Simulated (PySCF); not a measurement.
## Ca2H4: frequency calculation

- system: Ca2H4
- method: RKS-based PBE0, Ca def2-TZVP, H def2-TZVP; non-relativistic Hamiltonian; density fitting (PySCF 2.14.0)

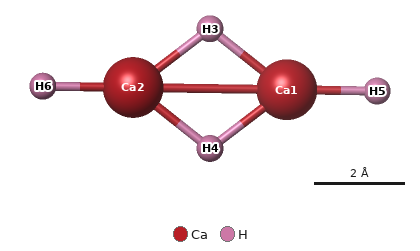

**Figure 1.** The structure (ball-and-stick view, seen on its broad side; atoms are numbered from 1 in the order of the input). Sticks mark near contacts. Bond lengths as drawn: Ca–Ca 3.45 Å and Ca–H 2.03 to 2.19 Å.

**Key numbers**

```json
{"quantity": "outcome", "value": "converged"}
{"quantity": "total energy", "value": "−1357.160375 hartree"}
{"quantity": "HOMO", "value": "−5.96 eV"}
{"quantity": "LUMO", "value": "−1.44 eV"}
{"quantity": "zero-point energy", "value": "0.018001 hartree"}
{"quantity": "dipole moment", "value": "0.00 D"}
{"quantity": "wavenumbers, lowest and highest", "value": "55 and 1307 cm⁻¹"}
{"quantity": "hardware", "value": "2 threads of Arm Neoverse N1, 16 GiB of memory available, shared host"}
{"quantity": "wall time", "value": "54 s (CPU time 96 s)"}
{"quantity": "peak memory", "value": "1.4 GiB"}
```

**Input file**
```python
from pyscf import gto, scf, dft
mol = gto.M(atom='''
Ca     1.726156     0.000000     0.000000
Ca    -1.726156     0.000000     0.000000
H      0.000000     1.349278     0.000000
H      0.000000    -1.349278     0.000000
H      3.753872     0.000000     0.000000
H     -3.753872     0.000000     0.000000''',
    basis={'Ca': 'def2-TZVP', 'H': 'def2-TZVP'},
    charge=0, spin=0)
mf = dft.RKS(mol, xc='PBE0')
mf.grids.atom_grid = (75, 302)
aux = {'Ca': 'def2-universal-JKFIT', 'H': 'def2-universal-JKFIT'}
mf = mf.density_fit(auxbasis=aux)
mf.conv_tol = 1e-09
mf.diis_space = 10
mf.max_cycle = 60
mf.verbose = 4
mf.kernel()
```

The script is an equivalent of the set-up of the self-consistent field. The run itself was carried out by a driver, which started from the orbitals of the step before it where there was one and computed the further properties.

Launch command:
```bash
OMP_NUM_THREADS=2 python axn.py task.json out
```

**The program's output**
```
init E= -1357.1603748508
  HOMO = -0.218886392090974  LUMO = -0.0530098888793993  gap/eV = 4.51373
cycle= 1 E= -1357.1603748508  delta_E= 4.09e-12  |g|= 3.26e-07  |ddm|= 9.56e-07
  HOMO = -0.218886367141915  LUMO = -0.0530098842613187  gap/eV = 4.51373
Extra cycle  E= -1357.16037485079  delta_E= 5e-12  |g|= 2.32e-07  |ddm|= 4.05e-07
converged SCF energy = -1357.16037485079
```

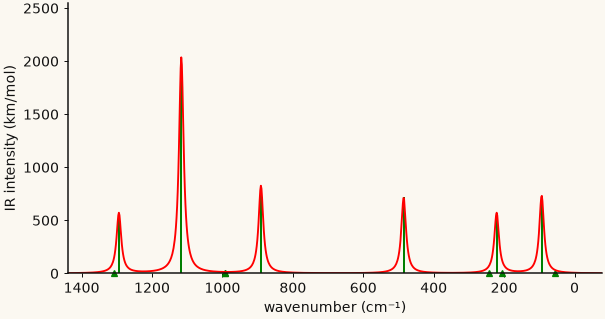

**Figure 2.** Harmonic infrared spectrum, unscaled: sticks (degenerate modes added up, dark ones marked on the axis) with a Lorentzian envelope of 16 cm⁻¹ full width, scaled to the tallest stick. 12 modes from 55 to 1307 cm⁻¹, none imaginary. The strongest line is at 1117 cm⁻¹ (2036 km/mol). All modes, in cm⁻¹ (km/mol): 55 (0.0), 93 (732), 207 (0.0), 221 (569), 244 (0.0), 485 (716), 891 (825), 993 (0.0), 994 (0.0), 1117 (2036), 1294 (568), 1307 (0.0).

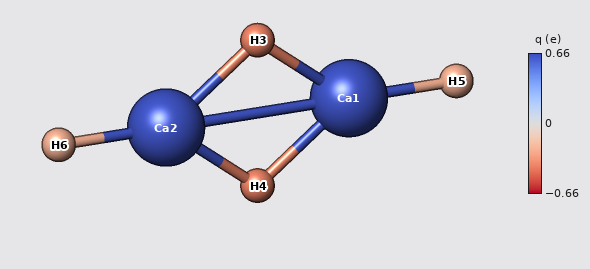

**Figure 3.** Mulliken charges, as the colour of each atom (ball-and-stick view, seen at a tilt; atoms are numbered from 1 in the order of the input). By element: Ca +0.63 and H −0.39 to −0.24 e.
